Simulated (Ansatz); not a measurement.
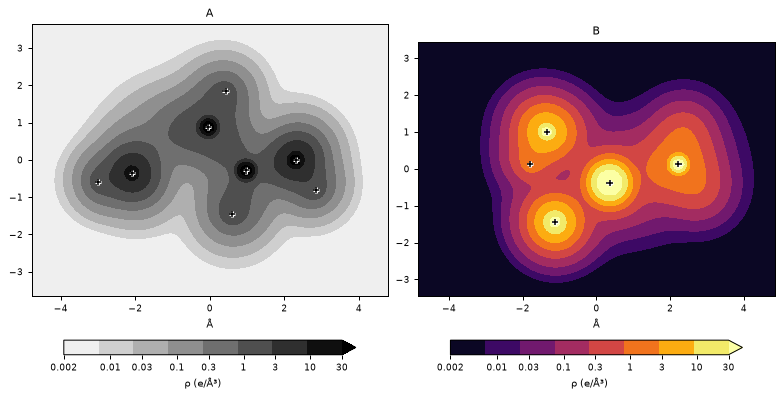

The electron density of 2 systems, each on a plane through atoms (crosses mark nuclei in the plane).

Computed with RKS PBE0-D4/def2-SVP (Ansatz).

System 1: CH₅FOZn, the plane of atoms F2, Zn1 and C3. 

```json
{"atom": "Zn", "x (Å)": "-0.1539", "y (Å)": "-0.4740", "z (Å)": "0.2981"}
{"atom": "F", "x (Å)": "-0.8484", "y (Å)": "-2.1371", "z (Å)": "0.0062"}
{"atom": "C", "x (Å)": "0.3568", "y (Å)": "1.1298", "z (Å)": "1.2553"}
{"atom": "H", "x (Å)": "-0.3613", "y (Å)": "-1.6526", "z (Å)": "-1.5593"}
{"atom": "O", "x (Å)": "0.0961", "y (Å)": "-0.8266", "z (Å)": "-1.8528"}
{"atom": "H", "x (Å)": "-0.3387", "y (Å)": "1.3370", "z (Å)": "2.0829"}
{"atom": "H", "x (Å)": "0.3647", "y (Å)": "2.0040", "z (Å)": "0.5861"}
{"atom": "H", "x (Å)": "1.3664", "y (Å)": "1.0261", "z (Å)": "1.6833"}
{"atom": "H", "x (Å)": "-0.4816", "y (Å)": "-0.4065", "z (Å)": "-2.4998"}
```

System 2: CH₇AlB₂O₂, the plane of atoms C3, B2 and H8. 

```xyz
13

O    -2.1831   -1.5848    0.2056
B    -1.2431   -0.6197    0.4117
C    -0.3760   -0.1388   -0.7695
Al    1.4547   -0.5585    0.0502
B     0.1027    1.2952   -0.6795
O     1.0565    1.4086    0.3701
H    -2.6566   -1.8108    1.0110
H    -1.1077   -0.1572    1.5312
H    -0.7266   -0.5096   -1.7407
H     2.6883   -0.5576   -0.9579
H     1.5811   -1.3084    1.4464
H    -0.0829    2.2628   -1.3787
H     1.5130    2.2440    0.5147
```

Question: Match each panel to its system.

Answer: Panel A is system 2, CH₇AlB₂O₂: the plane holds O, B, C and H. B–O (1.36 Å): the density is about 2.1 e/Å³ at the midpoint. Panel B is system 1, CH₅FOZn: the plane holds Zn, F, C, H and O. Zn–F (1.83 Å): ρ at the midpoint is about 0.67 e/Å³.
